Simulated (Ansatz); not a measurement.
Ge (diamond structure), cut as [100] fin, 1.44 nm along [100] by 0.86 nm along [010]

Computed with PBE (plane waves to 420 eV, PAW; Ansatz, an electronic-structure program).

k-points: Γ-centred 1×1×5 mesh; occupations: Fermi-Dirac, 0.020 eV; spin polarisation not allowed. No spin-orbit coupling.

 The relaxation kept the symmetry of its start, so a lower minimum of less symmetry isn't excluded. The period along the axis is held at the bulk value.

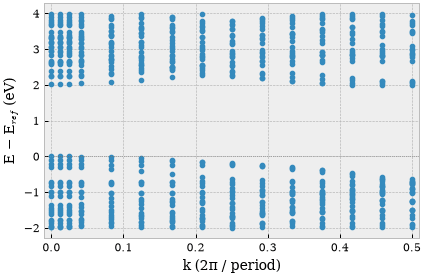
Figure: Levels along the axis at 15 k-points, drawn as points, zero at the top of the valence band

Electronic character: not metallic; Kohn-Sham band gap: 2.00 eV. Only levels within the plotted window are shown.
